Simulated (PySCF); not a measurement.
Run report: Si4NH11, excited-state calculation

Si4NH11, SMILES [SiH3]N[SiH]([SiH3])[SiH3], computed with TDDFT CAM-B3LYP/def2-SVPD, vertical, gas phase, core orbitals frozen in the response (PySCF 2.14.0).

The geometry comes from this level: PBE0-D3(BJ)/def2-SVP.

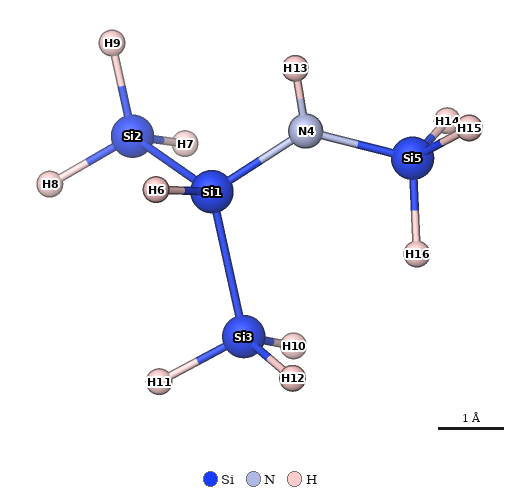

Fig. 1: The input geometry (ball-and-stick view, seen at a tilt; atoms are numbered from 1 in the order of the input).

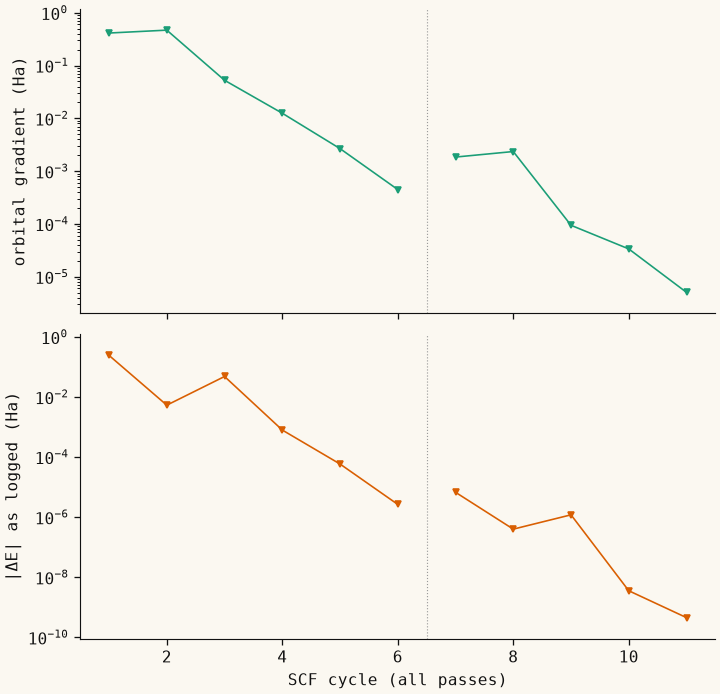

Fig. 2: Convergence of the self-consistent field: orbital gradient and size of the energy change against the SCF cycle. The dotted line marks the change from a coarse to the final integration grid. The first 6 cycles use a coarse grid, the final grid takes over at cycle 7, and the field converges after 11 cycles in all.

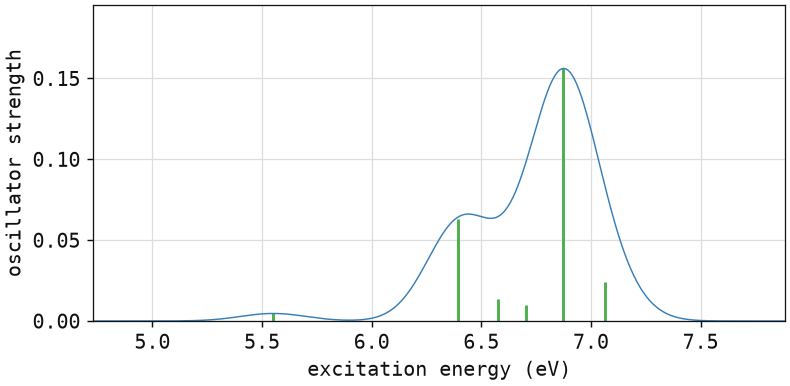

Fig. 3: Computed excitations as sticks (degenerate states added up, dark ones marked on the axis), with a Gaussian envelope of 0.35 eV full width at half maximum, scaled to the tallest. Of the 6 states the lowest lies at 5.55 eV (f = 0.005); the strongest line is at 6.87 eV, or 180 nm (f = 0.156).

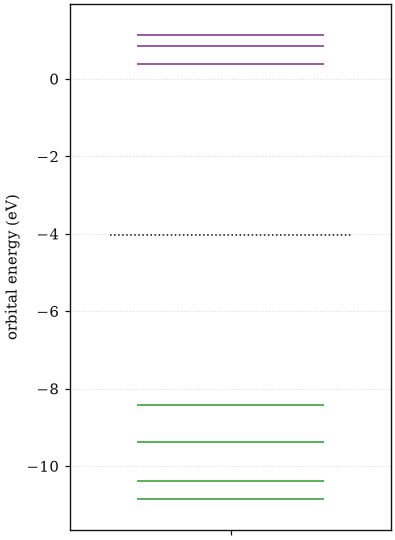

Fig. 4: Orbital energies near the frontier; the dotted line parts filled from empty levels, and levels within 0.02 eV of each other stand side by side. Highest filled −8.42 eV, lowest empty 0.37 eV, 8.79 eV apart.

These pictures come from the run below.

The input
```
{"job": {"kind": "uv", "xc": "CAM-B3LYP", "basis": "def2-SVPD", "nstates": 6, "ntriplets": 2, "ip": true}, "charge": 0, "multiplicity": 1}
Si    -0.660696    -0.075072     0.701022
Si    -0.629986     2.255516     1.010309
Si    -1.505293    -0.519871    -1.444141
N      0.945663    -0.740528     0.910408
Si     2.039369    -1.393213    -0.274619
H     -1.614952    -0.673523     1.693544
H      0.242354     2.878864    -0.034630
H     -2.001331     2.845762     0.902275
H     -0.066766     2.605924     2.353674
H     -0.678494     0.134089    -2.504326
H     -2.882322     0.065842    -1.489961
H     -1.595049    -1.985799    -1.723637
H      1.339124    -0.615057     1.840950
H      3.119047    -0.437643    -0.679748
H      2.705959    -2.626925     0.245247
H      1.231539    -1.728936    -1.484593
```

The first line tells a small driver script what to run in PySCF; the rest is the geometry in Å.

Launch command:
```bash
OMP_NUM_THREADS=1 python <driver script> task.json out
```

What the program printed
```
coarse grid: 14384 points
cycle   1  E = -1218.7534747657  dE = -2.402e-01  |g| = 4.123e-01  |ddm| = 4.521e+00
cycle   2  E = -1218.7481699936  dE =  5.305e-03  |g| = 4.676e-01  |ddm| = 9.420e-01
cycle   3  E = -1218.7959337882  dE = -4.776e-02  |g| = 5.256e-02  |ddm| = 4.626e-01
cycle   4  E = -1218.7967218245  dE = -7.880e-04  |g| = 1.249e-02  |ddm| = 1.189e-01
cycle   5  E = -1218.7967800918  dE = -5.827e-05  |g| = 2.670e-03  |ddm| = 3.601e-02
cycle   6  E = -1218.7967827259  dE = -2.634e-06  |g| = 4.479e-04  |ddm| = 6.727e-03
final grid: 117792 points
cycle   7  E = -1218.9490829760  dE = -6.671e-06  |g| = 1.848e-03  |ddm| = 2.668e-02
cycle   8  E = -1218.9490825799  dE =  3.961e-07  |g| = 2.351e-03  |ddm| = 5.073e-03
cycle   9  E = -1218.9490837663  dE = -1.186e-06  |g| = 9.432e-05  |ddm| = 2.034e-03
cycle  10  E = -1218.9490837699  dE = -3.524e-09  |g| = 3.367e-05  |ddm| = 3.988e-04
cycle  11  E = -1218.9490837703  dE = -4.488e-10  |g| = 5.069e-06  |ddm| = 1.094e-04
converged SCF energy = -1218.9490837703

Static polarisability (au): isotropic 124.452, principal 108.094 126.652 138.611

Singlet excitations
state   eV       nm        f      main configurations
  1   5.5507    223.4   0.00519   H->L 0.94
  2   6.3955    193.9   0.06325   H->L+1 0.77, H->L+4 0.11
  3   6.5759    188.5   0.01346   H-1->L 0.73
  4   6.7033    185.0   0.00976   H->L+2 0.49, H->L+3 0.29
  5   6.8726    180.4   0.15617   H->L+3 0.46, H->L+2 0.33
  6   7.0654    175.5   0.02405   H->L+4 0.39, H->L+7 0.11, H->L+3 0.09

Triplet excitations (Tamm-Dancoff, eV): 5.1164 5.7310
Vertical ionisation energy (delta-SCF) = 8.9655 eV
```

Key numbers

```tsv
quantity	value
outcome	converged
total energy	−1218.949084 hartree
HOMO	−8.42 eV
LUMO	0.37 eV
dipole moment	0.95 D
mean polarisability	124.45 a.u.
vertical ionisation energy	8.97 eV
lowest singlet excitation	5.55 eV
hardware	1 CPU thread, shared host
wall time	93 s
peak memory	1.1 GiB
```
